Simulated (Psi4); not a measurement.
# SnH2F2 (SMILES [F][SnH2][F]) at BLYP/def2-SVP (core potential)

What is the energy change on altering one bond length of SnH2F2 at BLYP/def2-SVP (core potential)? 

Program for the calculation: Psi4 1.11.

### 1 The molecule

SnH2F2 has 5 atoms, charge 0, and is taken as a singlet. As SMILES, `[F][SnH2][F]`. The coordinates come from a PBE0-D4/def2-TZVP relaxation.

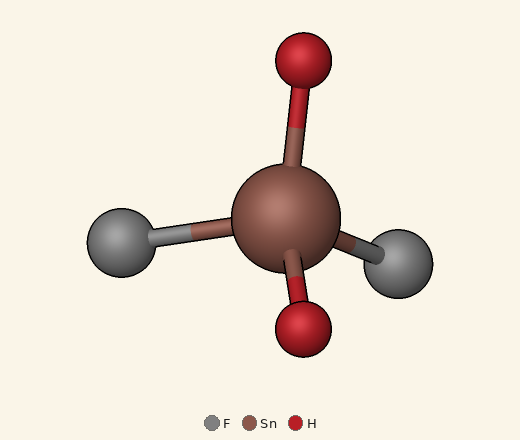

The structure, seen from a chosen angle (fluorine grey, tin brown, hydrogen red).

### 2 The energy at BLYP/def2-SVP (core potential)

calc.dat reads:

```
memory 2200 mb

molecule mol {
  0 1
  F     -0.343500    -0.356300     1.741400
  Sn     0.128900    -0.073200    -0.086200
  F     -1.231200     1.110700    -0.712400
  H     -0.087400    -1.547100    -0.889100
  H      1.583200     0.792100    -0.095000
  symmetry c1
  no_reorient
  no_com
}

set basis def2-SVP
set reference rks
set puream true
set e_convergence 1e-09
set d_convergence 1e-08
set scf_type pk
set dft_radial_points 99
set dft_spherical_points 590

e_tot, wfn = energy('blyp', return_wfn=True)
oeprop(wfn, 'WIBERG_LOWDIN_INDICES', 'DIPOLE', 'MULLIKEN_CHARGES')
```

Started as:

```console
$ psi4 calc.dat calc.out -n 1
```

calc.out:

```text
[...]
    !!!  WARNING: ECP capability is in beta. Please check occupations closely.  !!!
[...]
  Running in c1 symmetry.
[...]
  Nuclear repulsion =  144.609737025789201
[...]
  Multiplicity = 1
[...]
  Nalpha       = 21
  Nbeta        = 21
[...]
    Number of basis functions: 64
[...]
   @RKS iter   1:  -414.82985242709225   -1.35238e+00   1.00190e-02 ADIIS/DIIS
[...]
   @RKS iter  12:  -414.97598316306824   -7.38964e-13   9.24979e-10 DIIS
[...]
    Orbital Energies [Eh]
    ---------------------
    Doubly Occupied:
       1A    -24.249129     2A    -24.249100     3A     -4.939037
       4A     -3.320106     5A     -3.319100     6A     -3.316182
       7A     -1.039523     8A     -1.024969     9A     -0.980885
      10A     -0.979547    11A     -0.978039    12A     -0.954650
      13A     -0.929651    14A     -0.486290    15A     -0.357006
      16A     -0.355492    17A     -0.352030    18A     -0.308803
      19A     -0.308183    20A     -0.306015    21A     -0.289370
[...]
  @RKS Final Energy:  -414.97598316306824
   => Energetics <=
    Nuclear Repulsion Energy =            144.6097370257892010
    One-Electron Energy =                -944.8794808675202148
    Two-Electron Energy =                 425.0072617263706434
    DFT Exchange-Correlation Energy =     -39.7135010477078580
    Empirical Dispersion Energy =           0.0000000000000000
    VV10 Nonlocal Energy =                  0.0000000000000000
    Total Energy =                       -414.9759831630682356
[...]
 Multipole Moments:
 ------------------------------------------------------------------------------------
     Multipole            Electronic (a.u.)      Nuclear  (a.u.)        Total (a.u.)
 ------------------------------------------------------------------------------------
 L = 1.  Multiply by 2.5417464519 to convert [e a0] to [Debye]
 Dipole X            :         19.5236614          -18.5962279            0.9274335
 Dipole Y            :         -8.8164103            8.3605263           -0.4558839
 Dipole Z            :        -12.6653715           12.0573975           -0.6079740
 Magnitude           :                                                    1.1989977
[...]
  Mulliken Charges: (a.u.)
   Center  Symbol    Alpha    Beta     Spin     Total
       1     F     4.68866  4.68866  0.00000 -0.37732
       2    SN    10.54199 10.54199  0.00000  0.91602
       3     F     4.68866  4.68866  0.00000 -0.37733
       4     H     0.54034  0.54034  0.00000 -0.08069
       5     H     0.54034  0.54034  0.00000 -0.08068
   Total alpha = 21.00000, Total beta = 21.00000, Total charge =  0.00000
  Wiberg Bond Indices using Orthogonal Lowdin Orbitals:
[...]
```

It took 15 s on 1 thread of Intel Xeon at 2.50GHz (Skylake/Cascade Lake), shared host; peak memory 0.66 GiB.

### 3 The distorted shape: energy and gradient at BLYP/def2-SVP (core potential)

run.py reads:

```python
import psi4

psi4.set_memory('2200 MB')
psi4.set_num_threads(1)
psi4.core.set_output_file('f2h2sn.out', False)

molecule = psi4.geometry("""
0 1
F      0.12197804    -1.34451368     3.64578814
Sn     1.01468466    -0.80953222     0.19212468
F     -2.32663080     2.09891881    -1.34624089
H      0.60593690    -3.59479955    -1.32513643
H      3.76291337     0.82564780     0.17549509
units bohr
symmetry c1
""")

psi4.set_options({
    'basis': 'def2-SVP',
    'puream': True,
    'e_convergence': 1e-09,
    'd_convergence': 1e-08,
    'scf_type': 'pk',
    'dft_radial_points': 99,
    'dft_spherical_points': 590,
})

e = psi4.gradient("BLYP", molecule=molecule)
print('gradient / Eh bohr^-1')
print(e.np.round(6))
```

Started as:

```console
$ python run.py
```

f2h2sn.out:

```text
[...]
    !!!  WARNING: ECP capability is in beta. Please check occupations closely.  !!!
[...]
  Running in c1 symmetry.
[...]
  Nuclear repulsion =  129.533259562240886
[...]
  Multiplicity = 1
[...]
  Nalpha       = 21
  Nbeta        = 21
[...]
    Number of basis functions: 64
[...]
   @RKS iter   1:  -414.76097697416861   -1.40509e+00   1.03086e-02 DIIS/ADIIS
[...]
   @RKS iter  13:  -414.92582393466785   -2.26237e-11   9.09899e-09 DIIS
[...]
    Orbital Energies [Eh]
    ---------------------
    Doubly Occupied:
       1A    -24.271647     2A    -24.194343     3A     -4.963971
       4A     -3.345121     5A     -3.343262     6A     -3.339956
       7A     -1.054646     8A     -1.004407     9A     -1.003578
      10A     -1.001765    11A     -1.000483    12A     -0.962910
      13A     -0.896956    14A     -0.500036    15A     -0.366692
      16A     -0.365850    17A     -0.338894    18A     -0.315323
      19A     -0.277344    20A     -0.233987    21A     -0.233252
[...]
  @RKS Final Energy:  -414.92582393466785
   => Energetics <=
    Nuclear Repulsion Energy =            129.5332595622408860
    One-Electron Energy =                -914.7479281641183206
    Two-Electron Energy =                 409.9038733316585876
    DFT Exchange-Correlation Energy =     -39.6150286644490492
    Empirical Dispersion Energy =           0.0000000000000000
    VV10 Nonlocal Energy =                  0.0000000000000000
    Total Energy =                       -414.9258239346678465
[...]
 Multipole Moments:
 ------------------------------------------------------------------------------------
     Multipole            Electronic (a.u.)      Nuclear  (a.u.)        Total (a.u.)
 ------------------------------------------------------------------------------------
 L = 1.  Multiply by 2.5417464519 to convert [e a0] to [Debye]
 Dipole X            :         16.7413892          -15.2592882            1.4821010
 Dipole Y            :         -9.6166952            8.6725600           -0.9441352
 Dipole Z            :         -6.8895632            6.5529610           -0.3366022
 Magnitude           :                                                    1.7892221
[...]
  -Total Gradient:
     Atom            X                  Y                   Z
    ------   -----------------  -----------------  -----------------
       1        0.005631735692     0.003300025100    -0.021570724768
       2        0.046983097596    -0.046356340318     0.037721795350
       3       -0.048881300601     0.042260263136    -0.021656905386
       4        0.002602026215     0.006759869227     0.004860728945
       5       -0.006421922682    -0.005876683919     0.000570099311
[...]
```

The script printed:

```text
gradient / Eh bohr^-1
[[ 0.005632  0.0033   -0.021571]
 [ 0.046983 -0.046356  0.037722]
 [-0.048881  0.04226  -0.021657]
 [ 0.002602  0.00676   0.004861]
 [-0.006422 -0.005877  0.00057 ]]
```

Wall time 16 s (1 thread of Intel Xeon at 2.50GHz (Skylake/Cascade Lake), shared host); peak memory 0.64 GiB.

### 4 Summary of results

At BLYP/def2-SVP (core potential):

```
                                                          quantity          value
                                         first shape: total energy  -414.97598 Eh
                                        first shape: dipole moment         3.05 D
                                          first shape: HOMO energy       -7.87 eV
                                          first shape: LUMO energy       -1.59 eV
                                        first shape: HOMO–LUMO gap        6.29 eV
                                     distorted shape: total energy  -414.92582 Eh
                                    distorted shape: dipole moment         4.55 D
                                      distorted shape: HOMO energy       -6.35 eV
                                      distorted shape: LUMO energy       -3.43 eV
                                    distorted shape: HOMO–LUMO gap        2.92 eV
                         distorted shape: largest force on an atom     3.909 eV/Å
energy change with the Sn2–F3 bond stretched from 1.909 to 2.481 Å       1.365 eV
```

With the Sn2–F3 bond stretched from 1.909 to 2.481 Å the energy rises by 1.36 eV (132 kJ/mol). The first shape isn't relaxed at this level, so the change isn't measured from a minimum.
